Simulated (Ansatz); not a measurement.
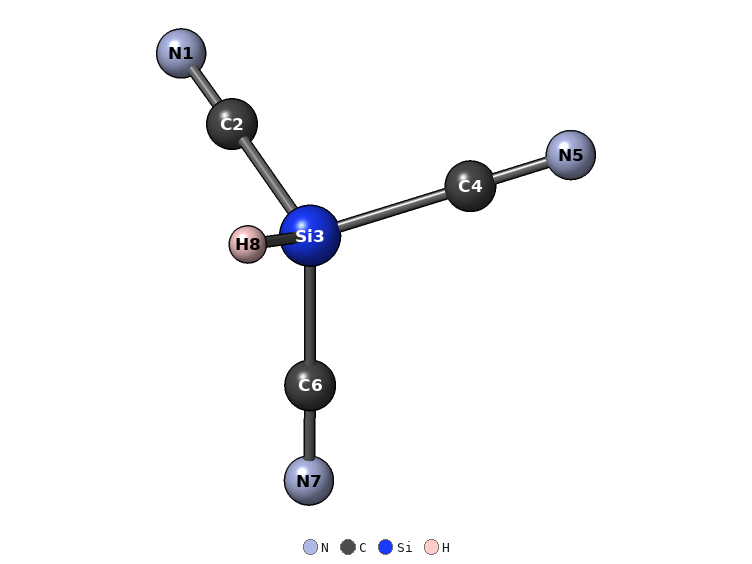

Harmonic vibrations computed with RKS PBE0-D4/def2-TZVP (Ansatz 0.2.0) at a stationary point of the same level.

Minimum or transition state?

Answer. A minimum: no imaginary frequency, and the lowest mode lies at 93 cm⁻¹.

How many vibrational modes are there, and where do they lie?

Answer. 18 modes: 93, 93, 116, 257, 257, 260, 400, 400, 422, 572, 667, 667, 796, 796, 2317, 2346, 2346, 2348 cm⁻¹.
